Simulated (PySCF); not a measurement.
Consider SrZn (charge +1, doublet).

| atom | x (Å) | y (Å) | z (Å) |
| --- | --- | --- | --- |
| Sr | 0.0000 | 0.0000 | -1.4678 |
| Zn | 0.0000 | 0.0000 | 2.0182 |

Core potentials replace the inner electrons of Sr.

Theory: PBE0/def2-SVPD, non-relativistic Hamiltonian with scalar-relativistic core potentials where named, at a bond length of 3.486 Å in PySCF 2.14.0.

What will maps of the electron density, electron localisation function and spin density show?

Answer. Sr–Zn (3.49 Å): ρ at the midpoint is about 0.07 e/Å³; the ELF is about 0.25 at the midpoint.
The unpaired spin (1 electron) lies mostly on Sr1 (about 1.0), in electrons by Hirshfeld's partition.

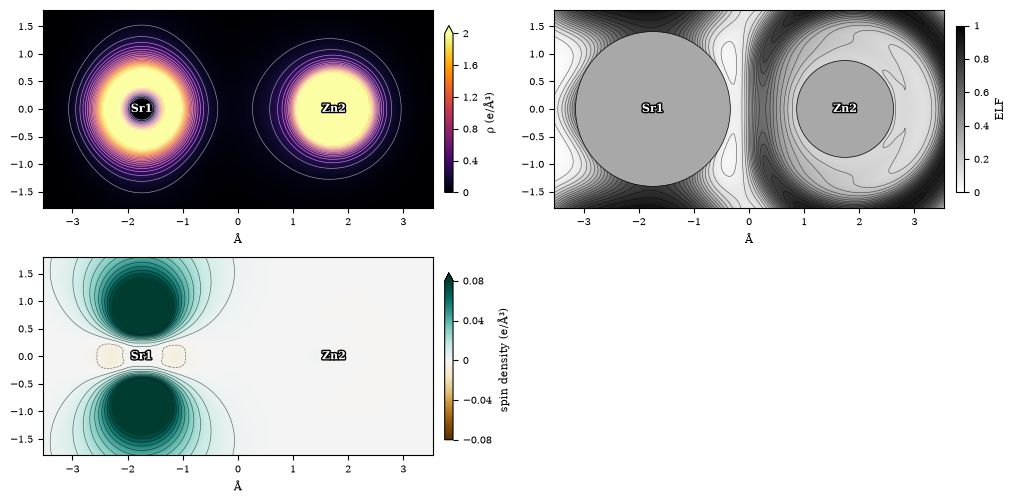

Computed electron density, electron localisation function and spin density on a plane that holds the molecular axis, in this order. Grey discs cover the atomic cores in the ELF map. 
